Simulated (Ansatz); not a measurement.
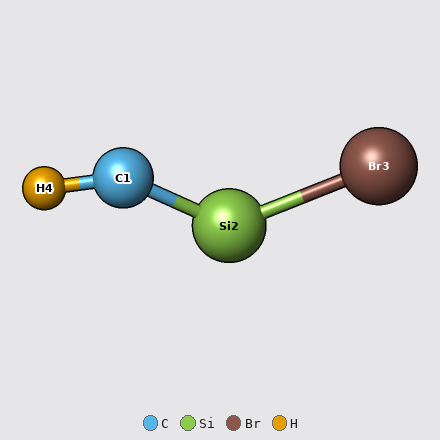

The system is CHBrSi, SMILES C#[Si]Br; the picture shows the reference structure. First axis: bond length C1–Si2. Second axis: bond length Si2–Br3. Nothing is relaxed (all other coordinates rigid). Grid: 11 × 11 points. Points are written as (first, second). Energies: kcal/mol, counted from the relaxed molecule at the same level. The reference is spin-restricted, which grows unreliable where a bond is stretched far. Method: RKS B3LYP-D4/def2-TZVP in Ansatz 0.2.0.

Its coordinates:

```tsv
atom	x (Å)	y (Å)	z (Å)
C	-0.5719	0.7919	0.1298
Si	0.0368	-0.6610	-0.3905
Br	1.9377	-1.6039	0.2364
H	-1.4027	1.4730	0.0243
```

Range: bond length C1–Si2 from 1.360 to 2.488 Å; bond length Si2–Br3 from 1.859 to 2.876 Å.

> What landscape does the calculation give?

The lowest grid point is at (1.699 Å, 2.266 Å), 1.0 kcal/mol from the relaxed molecule at the same level. No other kind of well shows on this grid. The highest grid point, (2.488 Å, 1.859 Å), lies 109 kcal/mol above the lowest. Round the minimum the two coordinates are nearly uncoupled.

```tsv
bond length Si2–Br3 ↓, bond length C1–Si2 →	1.360	1.473	1.586	1.699	1.812	1.924	2.037	2.150	2.263	2.376	2.488
2.876	96	51	33	30	35	44	55	67	78	88	97
2.775	90	45	27	24	30	39	50	62	73	83	92
2.673	83	39	21	19	24	34	45	57	68	78	87
2.571	77	33	15	13	19	29	40	52	63	73	82
2.469	72	28	10	8	14	24	36	48	59	69	77
2.367	67	23	6	4	10	20	32	44	55	65	74
2.266	64	20	3	1	8	18	30	42	54	63	72
2.164	64	20	3	1	8	19	31	43	55	64	73
2.062	68	25	7	5	12	23	36	48	60	70	78
1.960	80	35	18	16	23	34	47	59	71	81	90
1.859	101	56	38	37	43	55	67	80	92	102	111
```

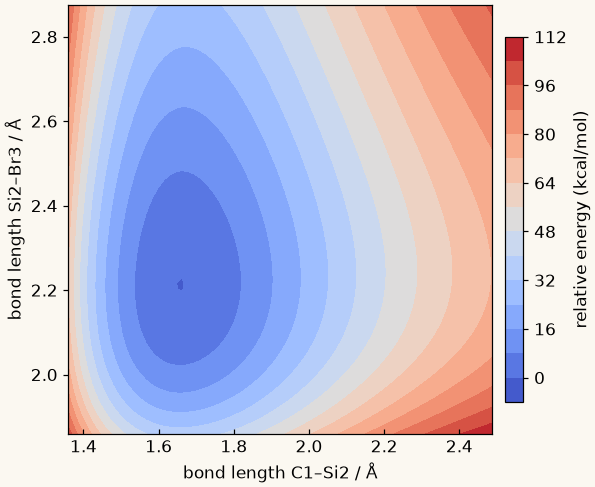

In the figure: filled contours. Between grid points the surface is interpolated.

The whole map (121 points run) took 8.7 min on 1 thread of Arm Neoverse V2, on a shared host.
